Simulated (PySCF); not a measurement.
Breaking a bond: KF, singlet.

Levels: UKS-CAM-B3LYP = PySCF with unrestricted CAM-B3LYP/def2-SVP; UKS-M06-2X = unrestricted M06-2X/def2-SVP in PySCF 2.14.0; RKS-M06-2X = restricted M06-2X/def2-SVP in PySCF 2.14.0; UCCSD = PySCF with CCSD on UHF/def2-SVP, 6 core orbitals frozen; RKS-CAM-B3LYP = restricted CAM-B3LYP/def2-SVP in PySCF 2.14.0.

Energies are in kcal/mol, each relative to the lowest point of its own curve near equilibrium.

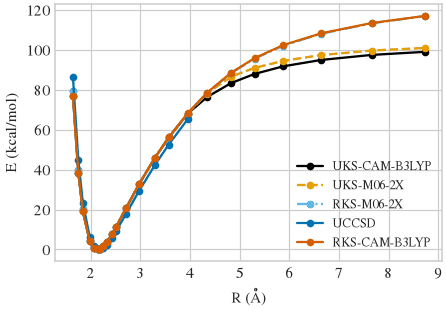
*Energy against bond length for each method.*

```csv
R / Å,UKS-CAM-B3LYP,UKS-M06-2X,RKS-M06-2X,UCCSD,RKS-CAM-B3LYP
1.64,77.0,79.6,79.6,86.4,77.0
1.75,38.2,39.8,39.8,44.6,38.2
1.84,19.1,20.2,20.2,23.5,19.1
1.98,4.1,4.6,4.6,6.1,4.1
2.06,0.8,1.0,1.0,1.7,0.8
2.15,0.0,0.0,0.0,0.0,0.0
2.19,0.4,0.3,0.3,0.0,0.4
2.25,1.5,1.4,1.4,0.7,1.5
2.32,3.6,3.5,3.5,2.3,3.6
2.43,7.8,7.7,7.7,5.9,7.8
2.51,11.3,11.2,11.2,9.1,11.3
2.71,20.6,20.6,20.6,17.8,20.6
2.97,32.5,32.6,32.6,29.2,32.5
3.29,45.8,45.8,45.8,42.2,45.8
3.57,56.1,55.9,55.9,52.5,56.1
3.95,67.9,67.8,67.8,65.1,68.2
4.34,76.3,78.0,78.2,—,78.4
4.83,83.3,86.6,88.3,—,88.5
5.30,87.9,90.9,95.5,—,95.8
5.88,91.7,94.4,102.1,—,102.3
6.64,94.9,97.3,108.0,—,108.2
7.66,97.4,99.6,113.2,—,113.4
8.73,98.9,100.9,116.9,—,116.9
```

Dashes: no converged value, or the column stops at the first point that the program doubted or that broke a chosen test of continuity, which isn't proof of a fault.

The unrestricted determinant behind UKS-CAM-B3LYP is spin-contaminated at 3.95 to 8.73 Å (<S²> up to 0.7, against 0.00 for a pure singlet). At the longest distance UKS-CAM-B3LYP, UKS-M06-2X, RKS-M06-2X, RKS-CAM-B3LYP leaves fractional charges on the fragments, a sign of delocalisation error or of the restricted form. The unrestricted determinant behind UKS-M06-2X is spin-contaminated at 4.34 to 8.73 Å (<S²> up to 0.7, against 0.00 for a pure singlet). The restricted form behind RKS-M06-2X, RKS-CAM-B3LYP keeps the bonding electrons paired and can't separate into open-shell fragments. The unrestricted determinant behind UCCSD is spin-contaminated at 4.34 to 8.73 Å (<S²> up to 1.0, against 0.00 for a pure singlet).
